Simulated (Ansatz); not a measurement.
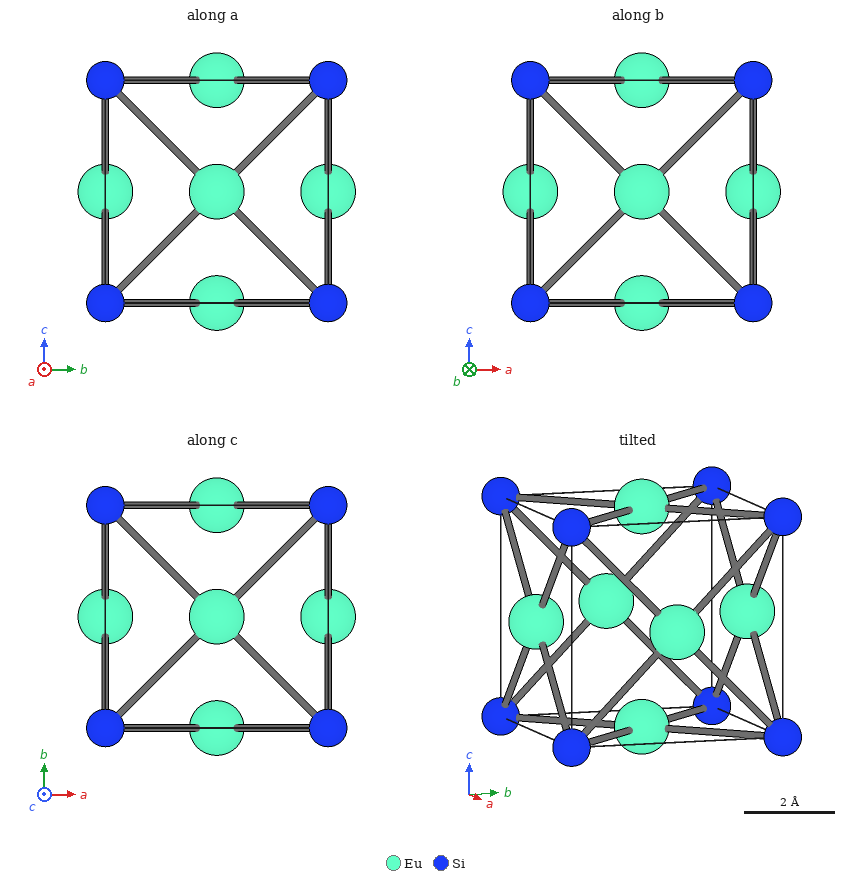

An orthographic ball-and-stick view of the structure, along the a axis, along the b axis, along the c axis and slightly off an axis. The conventional unit cell is drawn as a box.

Lattice parameters: a = 5.001 Å, b = 5.001 Å, c = 5.001 Å, α = 90.00°, β = 90.00°, γ = 90.00°.

Q: Record the structure as a table of Wyckoff sites.

A: Space group Pm-3m (No. 221).
```tsv
atom	site	x	y	z
Eu	3c	0.0000	0.5000	0.5000
Si	1a	0.0000	0.0000	0.0000
```

The structure comes from a structure type filled with these elements by a generator (whether the compound takes this form wasn't checked). Earlier steps of the study, as a rule a relaxation of our own, may have changed the cell and positions, so they can lie some per cent off the listed ones. Ansatz was used for an electronic-structure calculation on it.
